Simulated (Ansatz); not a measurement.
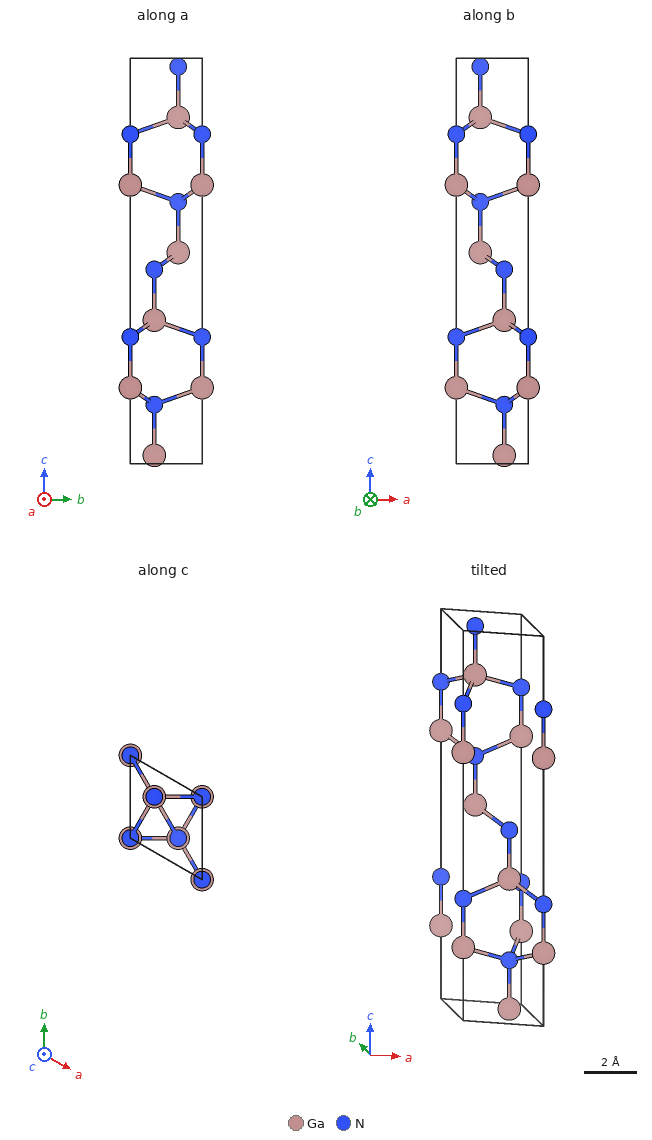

Shown here is a ball-and-stick view of the crystal, taken along the a axis, along the b axis, along the c axis and slightly off an axis. Atoms at the boundary of the conventional unit cell (the box) are drawn once for each face, edge or corner they touch.

Lattice parameters: a = 3.217 Å, b = 3.217 Å, c = 15.748 Å, α = 90.00°, β = 90.00°, γ = 120.00°.

Question: Record the structure as a table of Wyckoff sites, with free fractional coordinates to two decimals.

Answer: Space group P6_3mc (No. 186).
```tsv
atom	site	x	y	z
Ga	2a	0.00	0.00	0.19
Ga	2b	0.3333	0.6667	0.52
Ga	2b	0.3333	0.6667	0.85
N	2a	0.00	0.00	0.31
N	2b	0.3333	0.6667	0.98
N	2b	0.3333	0.6667	0.65
```

The structure was taken from a structure type filled with these elements by a generator (whether the compound takes this form wasn't checked). Earlier steps of the study may have refined or changed the cell and positions. It was the input of a calculation with Ansatz.

At this level of theory the cell isn't at rest (stretched, at -6 GPa), so its distances can differ from those at equilibrium, the more so the softer the solid.
